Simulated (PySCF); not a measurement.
Vertical excitations of a molecule C₂H₈GeO from TDA-LC-ωPBE/def2-SVPD (PySCF 2.14.0), as energy in eV (oscillator strength): 7.15 (0.011), 8.24 (0.005), 8.29 (0.047), 8.57 (0.010), 8.86 (0.240), 9.07 (0.046), 9.22 (0.075), 9.30 (0.062), 9.41 (0.292), 9.51 (0.051). Lowest triplet (TDA): 6.67 eV. Geometry: PBE-D3(BJ)/def2-SVP. One conformer was computed; it need not be the lowest.

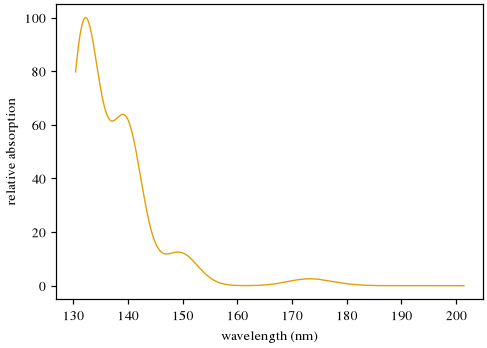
Figure: The lines broadened by 0.4 eV.

Problem. Pick the molecule that these values belong to.
A. C[CH2][GeH2][OH]
B. C[O][GeH2][CH3]
C. OC[CH2][GeH3]
D. CO[CH2][GeH3]

Solution. A, C[CH2][GeH2][OH]
